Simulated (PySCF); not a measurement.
**C3H8NO2Si2 (doublet): density, localisation and related maps**

```xyz
16

N     2.5261    0.7114   -0.6083
C     2.1850   -0.3310    0.1784
O     2.9827   -0.8679    0.9237
Si    0.3678   -0.9074    0.0607
C    -0.8195   -0.2191    1.4044
C    -2.0285    0.2380    0.6838
Si   -1.8278    0.4168   -1.1434
O    -0.2803   -0.1809   -1.2450
H     1.8667    1.0741   -1.2733
H     3.4829    1.0316   -0.6352
H     0.2589   -2.3586   -0.0604
H    -1.0738   -0.9149    2.2064
H    -0.3441    0.6351    1.9035
H    -2.9375    0.3800    1.2473
H    -2.6620   -0.4638   -1.9568
H    -1.7039    1.7655   -1.6973
```

Geometry: GFN2-xTB.

Theory: PySCF, UKS B3LYP, pcH-1 on C H N O Si, non-relativistic, mean-field spin-orbit, GIAO.

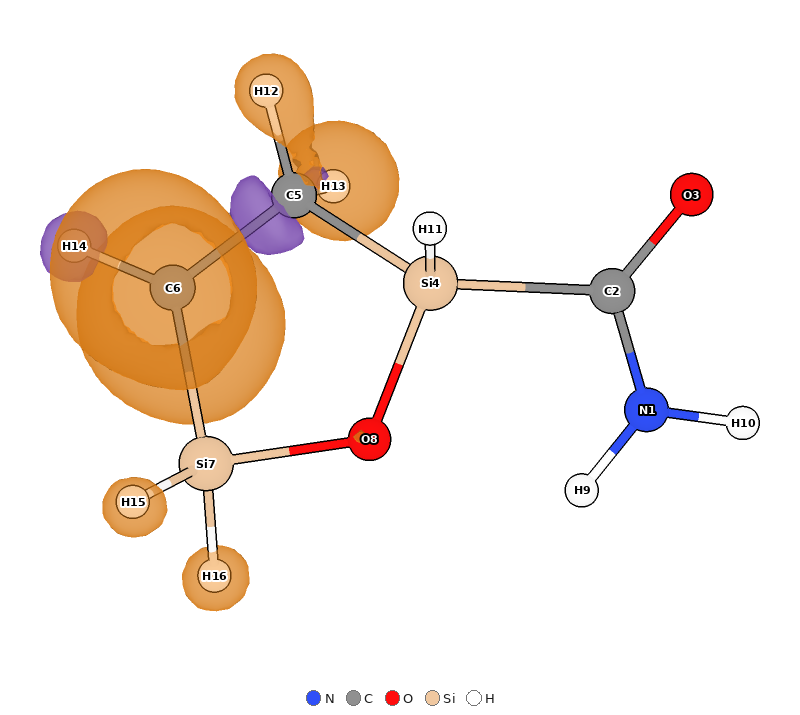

Figure 1. Isosurfaces of the spin density (α minus β) at +0.02 (orange) and −0.02 e/Å³ (purple), seen across its widest extent.

### Where is the unpaired spin?

The unpaired spin (1 electron) lies mostly on C6 (about 0.7), in electrons by Hirshfeld's partition.

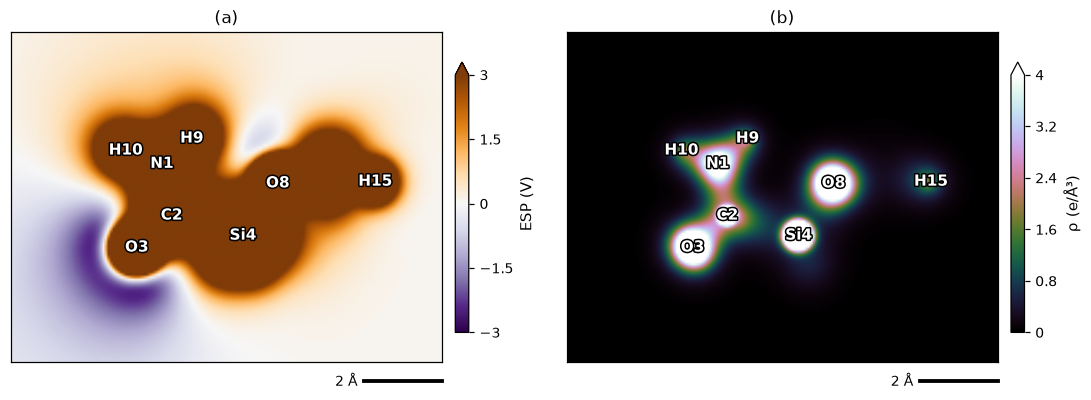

Figure 2. (a) molecular electrostatic potential; (b) electron density on the plane of atoms C2, N1 and H9.

### Read the bonding off the picture.

Atoms in the plane: N, C, O, Si and H.
C–O (1.22 Å): ρ at the midpoint is about 3.2 e/Å³.
C–N (1.35 Å): ρ at the midpoint is about 2.4 e/Å³.
Si–O (1.63 Å): ρ is about 1.2 e/Å³ halfway.
N–H (1.00 Å): ρ at the midpoint is about 2.9 e/Å³.
C–Si (1.91 Å): ρ at the midpoint is about 0.96 e/Å³.
Outside the dense part of the molecule the potential is most negative (−2.5 V) near O3.

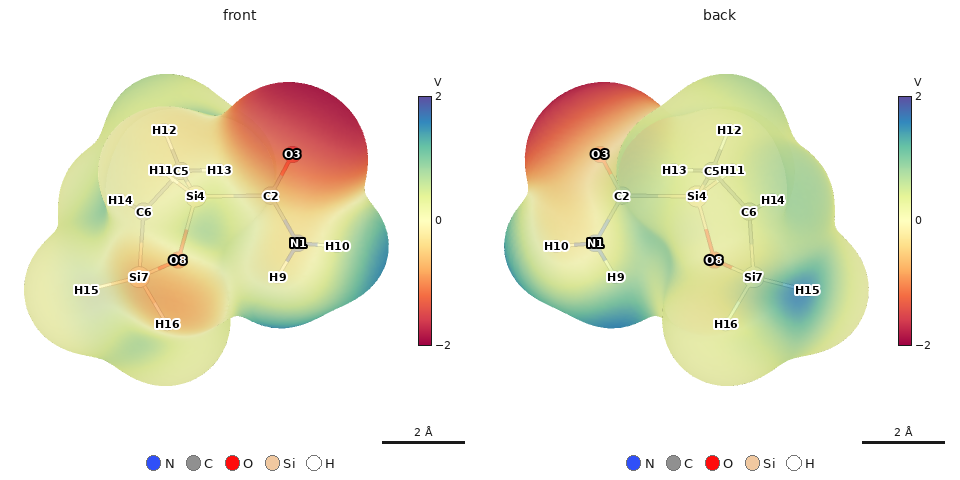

Figure 3. The electrostatic potential painted on the density surface at 0.001 e/bohr³, seen from the front and from behind; red is negative and blue positive.

### Where is the surface potential most negative and most positive?

The most negative region (about −1.8 V) lies over O3, the most positive (about +1.5 V) over Si7, H9 and H10. O3 is the likeliest acceptor of a hydrogen bond.
